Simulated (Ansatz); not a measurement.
Level of theory: PBE (plane waves to 420 eV, PAW; Ansatz, a program for electronic structure).

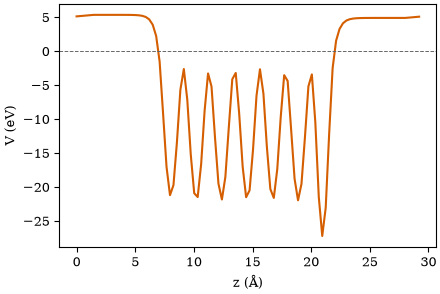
Fig. 1. Plane-averaged electrostatic potential energy along the normal, in eV from the Fermi level, for a constructed model of the (0001) surface of hcp Os, a pseudomorphic layer of Ru in the host's stacking (bottom of the slab: a bare face, its two planes held)

Model: 7-atom slab, 13.4 Å thick at the start, 16x16x1 mesh, Fermi-Dirac 0.1 eV, dipole correction, 2 atoms held, the rest relaxed; symmetry of the start imposed; no spin, no spin-orbit, no U. It is one candidate, not shown to be the stable structure of the face.

The vacuum level lies 4.91 eV above the Fermi level over the top face and 5.37 eV above it under the bottom face.
